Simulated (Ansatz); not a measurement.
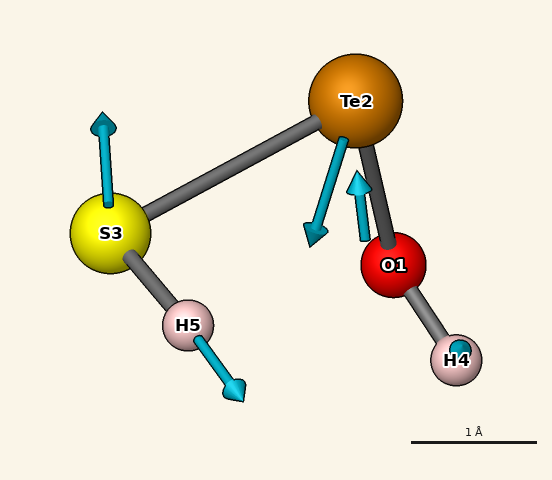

Arrows show the forces on the atoms, 0.8 Å of arrow for 1 eV/Å; forces under a tenth of the largest aren't drawn. Level of theory: BHLYP-D4/def2-TZVPP (Ansatz 0.2.0).

> Along which bond is the force strongest?

S3–H5, now 1.296 Å: the forces push its atoms apart, so a first step downhill lengthens it.

List the force components in the frame of the picture (x right, y up, z towards the viewer), in eV/Å.

```json
{"atom": "O1", "Fx": "−0.09", "Fy": "0.71", "Fz": "0.26"}
{"atom": "Te2", "Fx": "−0.34", "Fy": "−1.10", "Fz": "−0.49"}
{"atom": "S3", "Fx": "−0.06", "Fy": "0.94", "Fz": "−0.79"}
{"atom": "H4", "Fx": "0.03", "Fy": "0.08", "Fz": "0.27"}
{"atom": "H5", "Fx": "0.46", "Fy": "−0.63", "Fz": "0.75"}
```
